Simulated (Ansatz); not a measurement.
System: Ir$_{2}$Rh$_{3}$.

Input file:

```
crystal:
  lattice:
    - [2.7362186823, 0.0, 0.0]
    - [-1.3681093412, 2.3696348892, 0.0]
    - [0.0, 0.0, 22.0459708999]
  atoms:
    - { symbol: Ir, position: [0.3333333333, 0.6666666667, 0.9492691465] }
    - { symbol: Ir, position: [0.3333333333, 0.6666666667, 0.1514532618] }
    - { symbol: Ir, position: [0.6666666667, 0.3333333333, 0.8485467382] }
    - { symbol: Ir, position: [0.6666666667, 0.3333333333, 0.0507308535] }
    - { symbol: Rh, position: [0.3333333333, 0.6666666667, 0.748518939] }
    - { symbol: Rh, position: [0.3333333333, 0.6666666667, 0.3513025076] }
    - { symbol: Rh, position: [0.3333333333, 0.6666666667, 0.5495972829] }
    - { symbol: Rh, position: [0.6666666667, 0.3333333333, 0.251481061] }
    - { symbol: Rh, position: [0.6666666667, 0.3333333333, 0.4504027171] }
    - { symbol: Rh, position: [0.6666666667, 0.3333333333, 0.6486974924] }
basis:
  ecutwfc: 420
kpoints:
  mp_grid: { grid: [18, 18, 2] }
  band_path:
    path:
      - [[0.0, 0.0, 0.0], [0.5, 0.0, 0.0], [0.33333333, 0.33333333, 0.0], [0.0, 0.0, 0.0], [0.0, 0.0, 0.5], [0.5, 0.0, 0.5], [0.33333333, 0.33333333, 0.5], [0.0, 0.0, 0.5]]
      - [[0.5, 0.0, 0.5], [0.5, 0.0, 0.0]]
      - [[0.33333333, 0.33333333, 0.5], [0.33333333, 0.33333333, 0.0]]
    npoints: 14
hamiltonian:
  xc: pbe
scf:
  occupations: { method: gaussian, width: 0.1 }
  n_extra_bands: 25
output:
  forces: true
  stress: true
  eigenvalues: true
  populations: true
  dos: { projected: true, de: 0.02, nscf_kmesh: { grid: [22, 22, 3] } }
  bader: true
  write_density: true
  write_potential: true
  elf: true
  volumetric_format: npy
```

Launched as:

```sh
ansatz run input.yaml --threads 4 --pin off --max-ram 8192MiB --backend cpu --events-out ev --progress --plain --runs-dir out
```

Below, planes, directions and counts refer to the conventional cell (a = 2.74 Å, b = 2.74 Å, c = 22.05 Å, α = 90.00°, β = 90.00°, γ = 120.00°).

Space group P-3m1; a structure generated by program, which may or may not match a known phase; computed without spin polarisation.

Method: DFT PBE, scalar-relativistic, plane waves, PAW (Ansatz 0.2.0).

Q: Predict the valence pseudo-density and electron localisation function between the atoms.

A: Ir–Ir (2.74 Å): ρ is about 0.43 e/Å³ halfway; the ELF is about 0.35 at the midpoint (no shared electron pair shows on this line).
Rh–Rh (2.74 Å): the density is about 0.34 e/Å³ at the midpoint; the ELF is about 0.25 at the midpoint; no shared electron pair shows on this line.
Bader's partition of the density gives Ir −0.02 and Rh +0.01 e.

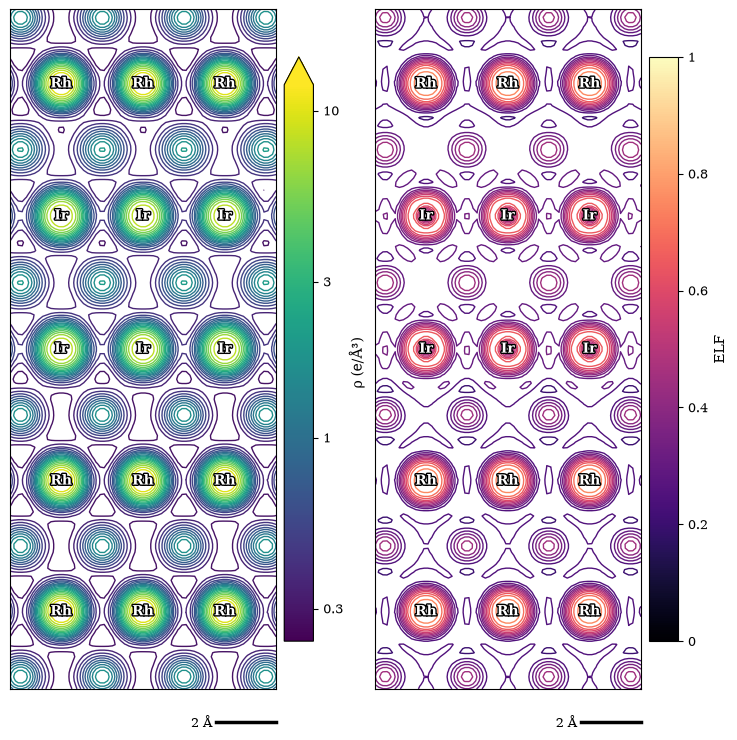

Computed valence pseudo-density and electron localisation function on the (010) plane of the conventional cell, in this order. Atoms just off the plane (Ir, 0.8 Å away and Rh, 0.8 Å away) can leave unmarked features too.

In a PAW calculation such maps are meaningful between the atoms, not at the nuclei.
